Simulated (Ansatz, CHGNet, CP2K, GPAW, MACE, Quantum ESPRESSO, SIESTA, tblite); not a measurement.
**Other levels on phosphorene, 3 layers, N on P sites (72 atoms)**

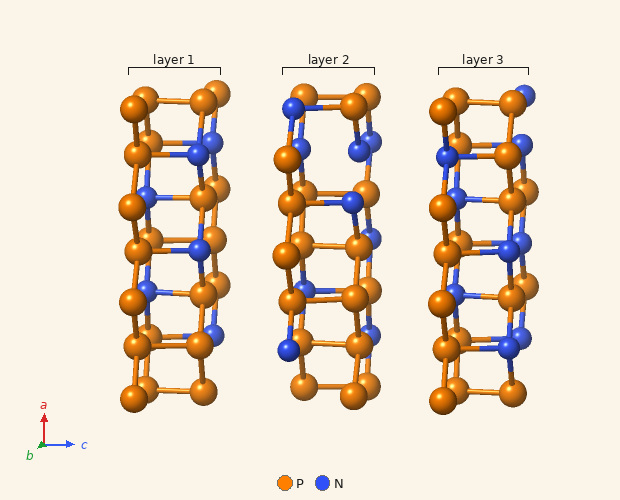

The cell (phosphorus orange, nitrogen blue). Bonds to atoms that aren't drawn are left out. Some periodic images of atoms are drawn too.

The cell holds 72 atoms: 48 P and 24 N. Its edges and angles: a = 10.340 Å, b = 9.102 Å, c = 29.176 Å, α = 90.0°, β = 90.0°, γ = 90.0°. It derives from P (phosphorene). 3 layers of phosphorene (a = 3.314 Å), 3 x 2 cells, biaxial strain +4 %, every second layer slid by 0.500 of a1; facing planes 3.38, 3.4 Å apart; 16 Å of vacuum; 24 of 72 P replaced by N at random; displaced by a Gaussian of 0.02 Å. Then every atom was moved at random, 0.02 Å r.m.s. a Cartesian component. Regions: layer 1, 24 atoms (18 P and 6 N); layer 2, 24 atoms (9 N and 15 P); layer 3, 24 atoms (9 N and 15 P). Vacuum lies along c.

Geometry: as built.

The reference, a calculation:

```
method                                           : Kohn-Sham DFT, PBE, PAW, plane waves (Ansatz 0.2.0); cutoff 420 eV, Γ point, fermi-dirac smearing of 0.05 eV; PAW set soft_2
r.m.s. force component                           : 1.578 eV/Å
longest force                                    : 3.85 eV/Å
gap (highest filled to lowest empty level) : 0.3862 eV
SCF cycles                                       : 15
time                                             : 29 s on 4 threads of Arm Neoverse V1, shared host
CPU time                                         : 1.9 min
```

Q: Estimate the differences from the reference, the CPU time and the memory of each run.
- GPAW PBE, LCAO dzp, h 0.18 Å, other mixer settings (GPAW 26.7.0; 1 thread)
- CHGNet r2SCAN potential (CHGNet r2SCAN; 1 thread)
- GPAW PBE, LCAO dzp, h 0.18 Å (GPAW 26.7.0; 1 thread)
- tblite GFN1-xTB (tblite 0.8.0; 1 thread)
- GPAW PBE, LCAO szp(dzp), h 0.18 Å (GPAW 26.7.0; 1 thread)
- MACE MP-0b2 small potential (MACE MP-0b2 small; 1 thread)
- CHGNet 0.3.0 potential (CHGNet 0.3.0; 1 thread)
- SIESTA PBE, DZP, shift 0.01 Ry, mesh 500 Ry (SIESTA 5.4.2; 2 MPI ranks)
- GPAW PBE, grid h 0.2 Å (GPAW 26.7.0; 4 MPI ranks)
- SIESTA PBE, TZP, shift 0.01 Ry, mesh 500 Ry (SIESTA 5.4.2; 2 MPI ranks)

Differences are against the plane-wave reference, forces as r.m.s. over components; share is that over the reference's r.m.s. force, slope the least-squares factor from reference forces to these. Total energies of different programs have different zeros and aren't compared.

```
                                               run  Δ force, r.m.s. (meV/Å)  share (%)  slope  Δ gap (eV)  cores  CPU time  memory (GiB)
                                         reference                        -          -      -           -      4   1.9 min           2.3
GPAW PBE, LCAO dzp, h 0.18 Å, other mixer settings                      129       8.15  0.959      0.0297      1     3 min           1.7
                           CHGNet r2SCAN potential                      555       35.2  1.120           -      1       4 s          0.62
                      GPAW PBE, LCAO dzp, h 0.18 Å                      129       8.19  0.959      0.0299      1     3 min           1.9
                                   tblite GFN1-xTB                      592       37.5  1.325           -      1     4.7 s          0.16
        GPAW PBE, LCAO szp(dzp), h 0.18 Å (coarse)                      486       30.8  0.877       0.150      1   2.6 min           1.9
                       MACE MP-0b2 small potential                      686       43.4  0.793           -      1     7.1 s          0.67
                            CHGNet 0.3.0 potential                      402       25.5  1.088           -      1     3.4 s          0.62
       SIESTA PBE, DZP, shift 0.01 Ry, mesh 500 Ry                      133       8.45  0.961           -      2   7.1 min           2.4
                            GPAW PBE, grid h 0.2 Å                     84.7       5.37  1.017     -0.0035      4    18 min           3.8
       SIESTA PBE, TZP, shift 0.01 Ry, mesh 500 Ry                      121       7.68  0.976           -      2   8.5 min           2.6
```

Rows marked coarse were listed beforehand as settings not expected to be converged; some can still land near the reference.

Times of the machine-learned potentials are mostly Python's start and the loading of weights.

CPU time is summed over cores on a shared host, where runs went side by side, so it is rough. Symmetry, cutoffs, thresholds, outputs and thread counts weren't matched or tuned between programs; memory under MPI is the largest rank's times the ranks.

PBE on plane waves or a grid with other potentials, cutoffs or grids, coarse settings apart, differs from the reference by 5.4 % (GPAW PBE, grid h 0.2 Å) of the r.m.s. force; this holds the reference's own error, so differences of a few per cent don't tell which side is nearer the exact PBE result. The PBE runs in local orbitals, coarse settings apart, differ by 7.7 % (SIESTA PBE, TZP, shift 0.01 Ry, mesh 500 Ry) to 8.5 % (SIESTA PBE, DZP, shift 0.01 Ry, mesh 500 Ry); basis, grid and potentials can all enter. Tight binding differs by 37 % (tblite GFN1-xTB); it is another model, with fitted parameters of its own, and the xTB methods hold dispersion. Machine-learned potentials differ by 25 % (CHGNet 0.3.0 potential) to 43 % (MACE MP-0b2 small potential); they were trained on other programs' data, some at another functional. Among those trained on PBE data the slope goes as low as 0.79, which softening far from their training structures can give, though the reference's k-sampling is untested too. Periodic xTB results under one method name differ between programs and library versions. Machine-learned potentials mimic data converged in k, so the reference's own k-point error enters their differences. The electronic-structure runs sample only Γ, in a cell whose shortest periodic width is 9 Å.

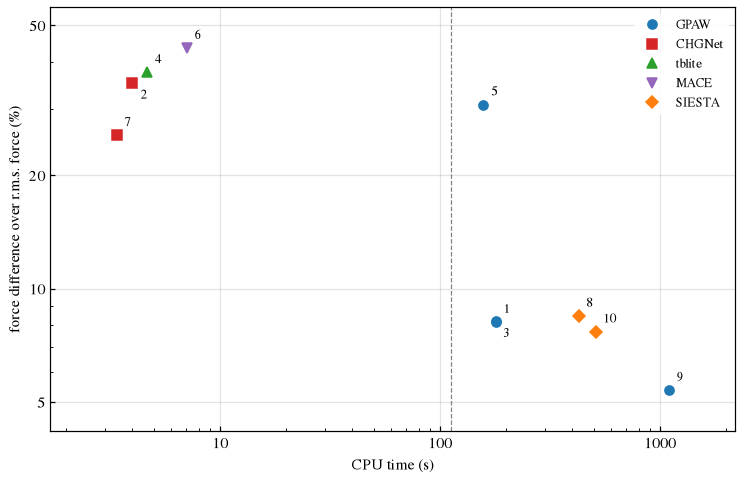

Force difference against CPU time; the dashed line marks the reference's time. Points: 1 GPAW PBE, LCAO dzp, h 0.18 Å, other mixer settings; 2 CHGNet r2SCAN potential; 3 GPAW PBE, LCAO dzp, h 0.18 Å; 4 tblite GFN1-xTB; 5 GPAW PBE, LCAO szp(dzp), h 0.18 Å; 6 MACE MP-0b2 small potential; 7 CHGNet 0.3.0 potential; 8 SIESTA PBE, DZP, shift 0.01 Ry, mesh 500 Ry; 9 GPAW PBE, grid h 0.2 Å; 10 SIESTA PBE, TZP, shift 0.01 Ry, mesh 500 Ry.

[Logs are printed without paths, hosts, clocks, repeated set-up lines and the standing remarks that a program may print on its own settings, such as how far it seeks lower states.]

[Hosts, paths, dates, database ids (printed as entryN), source tags and the programs' standing remarks are cut or masked in the printed files.]
